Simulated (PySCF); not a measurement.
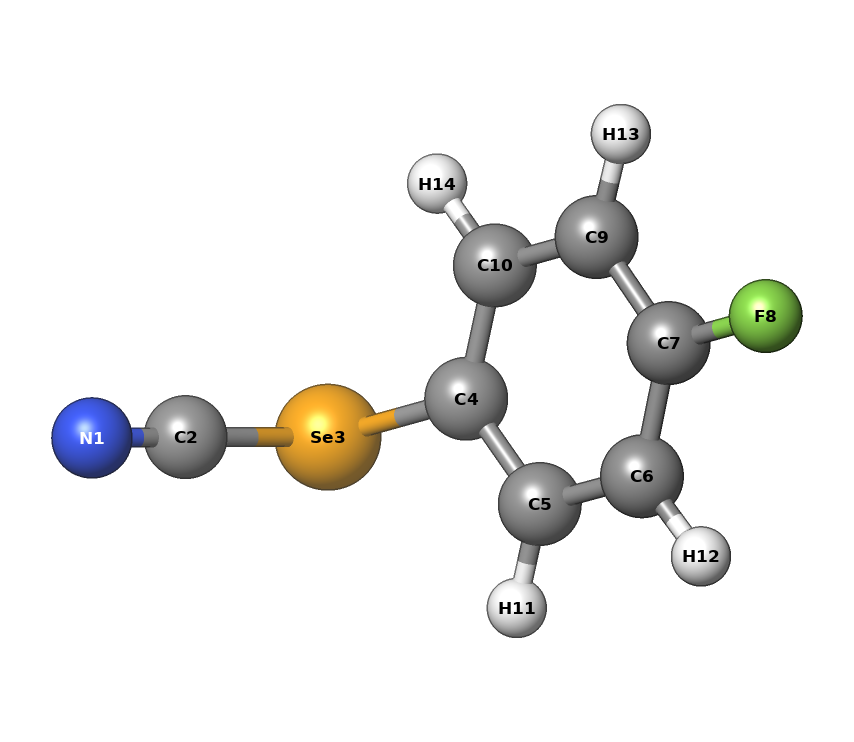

The computed structure is the end point of a PBE0-D3(BJ)/def2-SVP optimisation. No frequency run is at hand to confirm it as a minimum. Method: TDDFT B3LYP/def2-SVPD, vertical, gas phase, core orbitals frozen in the response (PySCF 2.14.0), and the same with a continuum solvent (IEF-PCM, Bondi radii x 1.2, gas-phase geometry).

How do dipole (D), HOMO–LUMO gap (eV), lowest singlet (eV) change in chloroform (ε = 4.7), acetone (ε = 20.5)?

| medium | dipole (D) | HOMO–LUMO gap (eV) | lowest singlet (eV) |
| --- | --- | --- | --- |
| gas phase | 3.98 | 5.69 | 4.62 |
| chloroform | 4.94 | 5.86 | 4.70 |
| acetone | 5.27 | 5.90 | 4.71 |
